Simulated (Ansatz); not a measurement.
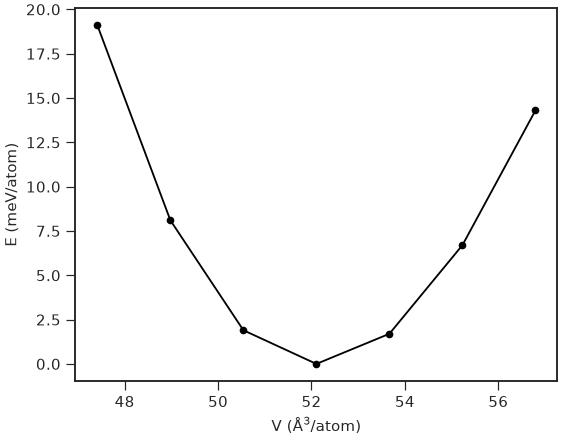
*Sr (fcc (Cu type), Fm-3m) under volume change, the program Ansatz at the PBE+D3(BJ) level (PAW), scaled uniformly.*

**Question.** What does a third-order Birch–Murnaghan fit give for V₀, B₀ and B′?

**Answer.** V₀ = 52.11 Å³/atom, B₀ = 12.5 GPa, B′ = 3.7.

Symmetry was held in the PBE+D3(BJ) relaxation. The pairwise dispersion correction was not fitted to metals.

Potentials: the later of the program's two PAW sets.
